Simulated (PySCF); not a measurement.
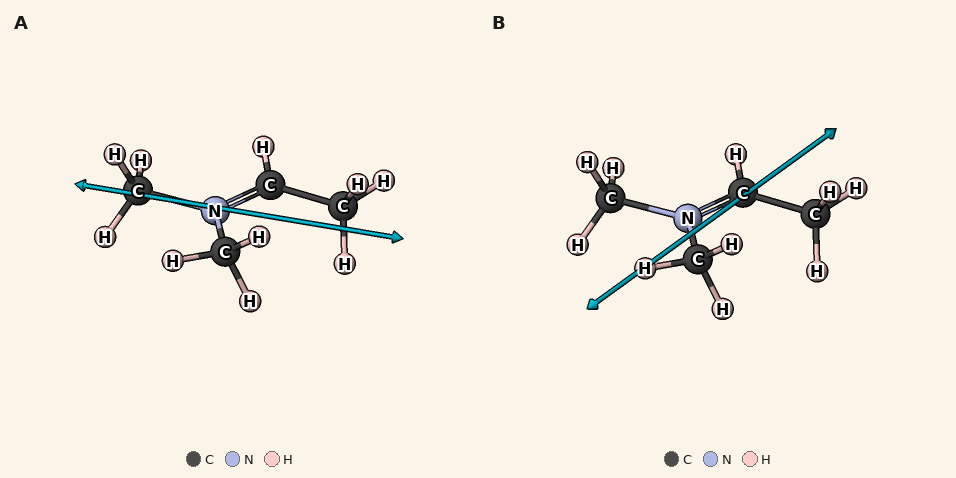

The double arrows show the directions of two transition dipoles from the ground state (lengths mean nothing). The species has charge +1 and is a spin singlet. Geometry: a frame of a GFN2-xTB molecular-dynamics simulation, not a minimum. Method: TDDFT PBE0/def2-SVPD, vertical, gas phase, core orbitals frozen in the response (PySCF 2.14.0).

Question. One belongs to singlet state 3 and one to singlet state 4. Which is which?

Answer. A: state 3, 7.86 eV (158 nm), oscillator strength 0.058, of mixed character, with the largest part HOMO−2 → LUMO (weight 0.45).
B: state 4, 8.06 eV (154 nm), oscillator strength 0.016, mainly HOMO−3 → LUMO (weight 0.85).
